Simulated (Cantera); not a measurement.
Input: 1 mol SiH₂Cl₂, 2 mol HCl, 44 mol H₂, held at 0.0133 bar.

These are equilibrium values from Cantera (NASA tables, ideal gas, pure condensed phases), not measurements of a reactor. Candidate condensed phases: Si; 19 gas species. The tables' values for SiCl₃ are old estimates; treat these amounts as uncertain. Kinetics and transport are ignored.

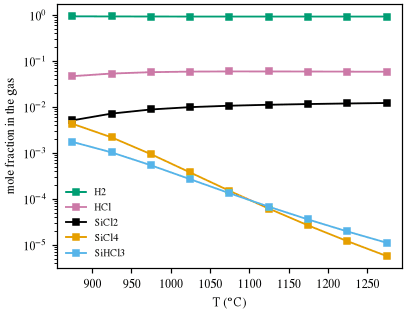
Figure. Equilibrium gas composition (values under 1e-9 drawn at 1e-9)

Task: Read off the mole fractions at 1025 °C.

Result: H₂ about 0.93, HCl about 0.059, SiCl₂ about 0.0099, SiCl₄ about 0.00038, SiHCl₃ about 0.00027.
